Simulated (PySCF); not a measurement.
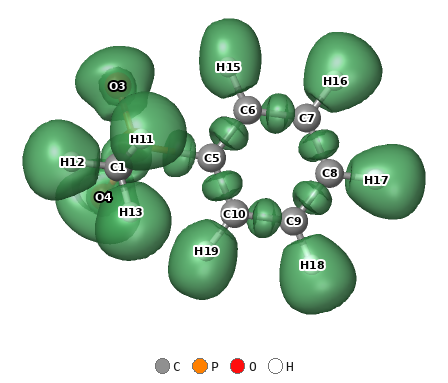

Figure. C₇H₉O₂P. Isosurface of the ELF at 0.75 (green), seen at a tilt. Core shells and regions of very low density are left out.

Geometry: PBE0-D3(BJ)/def2-SVP.

Theory: PySCF, PBE0/pcSseg-1, SCF density, gas phase, non-relativistic.

```yaml
atoms:
  - { symbol: C, position_ang: [2.5860, 0.8019, -0.2585] }
  - { symbol: P, position_ang: [1.6806, -0.5656, 0.4842] }
  - { symbol: O, position_ang: [2.0726, -0.9313, 1.8730] }
  - { symbol: O, position_ang: [1.9413, -1.7126, -0.6507] }
  - { symbol: C, position_ang: [-0.0854, -0.1855, 0.3460] }
  - { symbol: C, position_ang: [-0.7978, 0.0719, 1.5217] }
  - { symbol: C, position_ang: [-2.1554, 0.3806, 1.4581] }
  - { symbol: C, position_ang: [-2.8035, 0.4249, 0.2242] }
  - { symbol: C, position_ang: [-2.0980, 0.1554, -0.9494] }
  - { symbol: C, position_ang: [-0.7411, -0.1517, -0.8907] }
  - { symbol: H, position_ang: [2.4032, 1.7061, 0.3381] }
  - { symbol: H, position_ang: [3.6580, 0.5610, -0.2290] }
  - { symbol: H, position_ang: [2.2732, 0.9732, -1.2976] }
  - { symbol: H, position_ang: [1.6662, -2.5766, -0.3165] }
  - { symbol: H, position_ang: [-0.2716, 0.0149, 2.4781] }
  - { symbol: H, position_ang: [-2.7120, 0.5830, 2.3763] }
  - { symbol: H, position_ang: [-3.8685, 0.6656, 0.1756] }
  - { symbol: H, position_ang: [-2.6109, 0.1795, -1.9139] }
  - { symbol: H, position_ang: [-0.1884, -0.3805, -1.8060] }
```

**Identify the bonds, lone pairs and shells in this picture.**

The surface consists of six regions between bonded C–C atoms (shared pairs), two regions between bonded C–P atoms (shared pairs), eight regions around hydrogen nuclei, one region wrapped around O (its lone pairs, merged into a ring or cap) and one joined region spread over several atoms (H, O), in which their bonds and any lone pairs are merged. Profiles from the grid: C–C (1.39 Å): the ELF peaks at about 0.95 between the atoms; a covalent bond. P–O (1.49 Å): the ELF peaks at about 0.80 between the atoms; a short, strongly polar bond.
